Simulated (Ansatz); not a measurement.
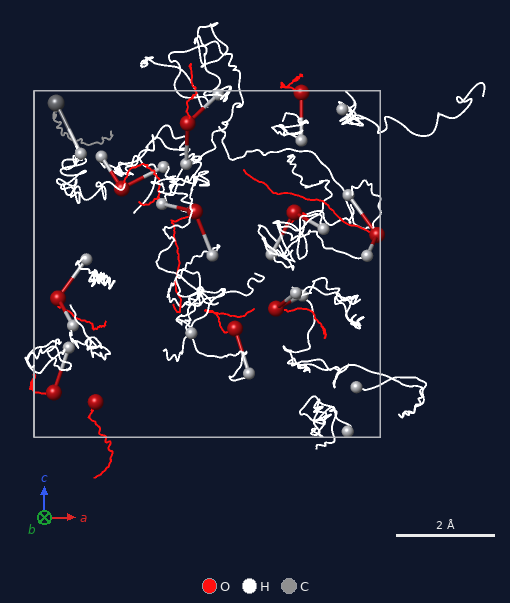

Molecular dynamics of a periodic cell with 10 H2O + 1 H2CO at 0.967 g/cm³, 200 fs long. It starts from the last geometry of an earlier run, with fresh velocities. Lines trace each atom's path, in the colour of its element; spheres stand at the starting positions. Seen along the b axis in the simulation cell.

All numbers below come from DFT PBE-D3(BJ), scalar-relativistic, plane waves, PAW (Ansatz 0.2.0). Set-up: plane-wave cutoff 420 eV; k-point mesh 1 × 1 × 1; Fermi-Dirac smearing 0.05 eV; low-accuracy preset; Nosé-Hoover thermostat (NVT); set temperature 1000 K; time step 0.5 fs; thermostat time 50.0 fs.

Q: How do the atoms move?

A: In the second half of the run the atoms are, in the root-mean-square, this far from where they began (common drift taken out): H 1.55 Å, O 1.22 Å, C 1.21 Å. The molecules turn and drift from their places. Over the second half the temperature averages 1109 K (spread ±113 K). The potential energy is still drifting at the end, so the run hasn't reached equilibrium. The potential energy in the second half lies on average 27.1 meV per atom above the first frame.

Limits of the set-up: the program's low-accuracy preset was used; the periodic images lie only 7.1 Å apart, so the values are limited by the cell's size.
